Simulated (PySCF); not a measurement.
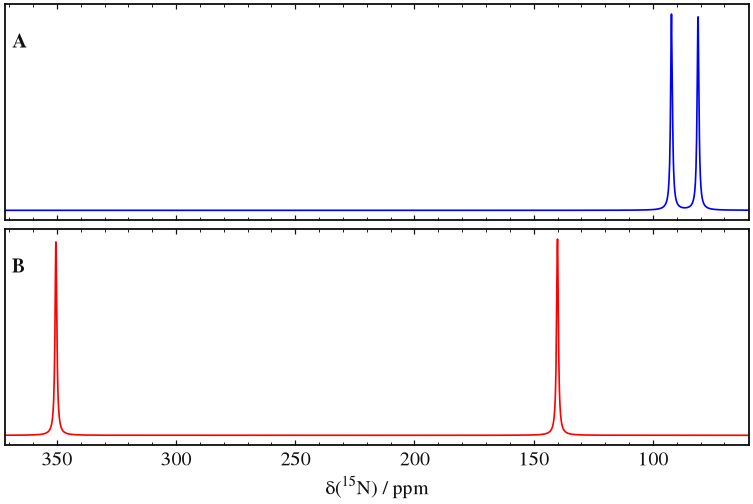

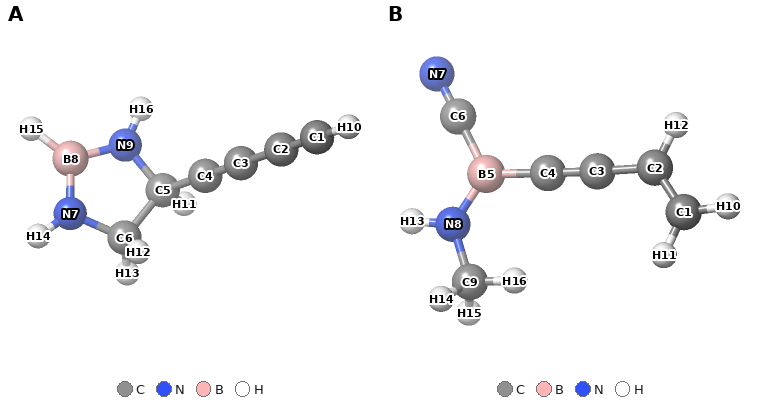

Related molecules: A is C₆H₇BN₂, SMILES C#CC#C[C@H]1CNBN1; B is C₆H₇BN₂, SMILES C=CC#CB(C#N)NC. GIAO ¹⁵N shifts against NH₃ (¹⁵N: a single molecule, while the usual scales start at liquid NH₃ or nitromethane; multiply bonded nitrogen can come out tens of ppm too deshielded), PBE0/pcSseg-1 with PySCF, at a PBE0-D3(BJ)/def2-SVP geometry (no frequency check); fully decoupled, line heights follow the number of nuclei within a panel, widths are arbitrary (no quadrupolar broadening); values of one conformer, averaged over methyl-type rotors and exact or near symmetry; other conformers aren't averaged in.

**Assign the ¹⁵N signals of each molecule.**

A: 92.2 (N9); 81.1 (N7)
B: 350.4 (N7); 140.0 (N8)
